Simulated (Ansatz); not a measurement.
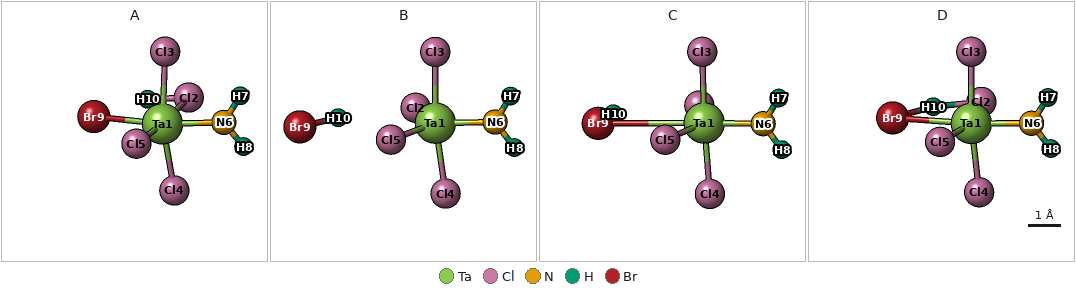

4 geometries from a converged minimum-energy path of TaNH3BrCl4, made up at the start of TaNH2Cl4 and HBr, shuffled. The picture is a ball-and-stick view, seen at a tilt.

Method: RKS PBE/def2-SVP in Ansatz. Settings: 7 movable images; climbing image; force threshold 0.05 eV/Å; iteration limit 60; starting path through a guess of the saddle point.

Which frame is the top of the path?

D. In order along the path, whose images run from 0 to 8: B (image 1, +0.2 kJ/mol), C (image 3, +2.8 kJ/mol), D (image 6, +17.8 kJ/mol), A (image 8, +9.2 kJ/mol). Breaking: Br9–H10 (1.44 → 1.72 at the top → 2.38 Å). Forming: Cl2–H10 (2.54 → 1.57 at the top → 1.32 Å), Ta1–Br9 (4.71 → 2.80 at the top → 2.59 Å).

Limits of the set-up: the start holds two separate molecules, 2.5 Å apart at their closest, whose relative position is a soft coordinate and is computed without a dispersion correction.

The run took 7.4 min on 4 threads of Arm Neoverse V2, with other jobs on the host, peak memory 0.32 GiB.
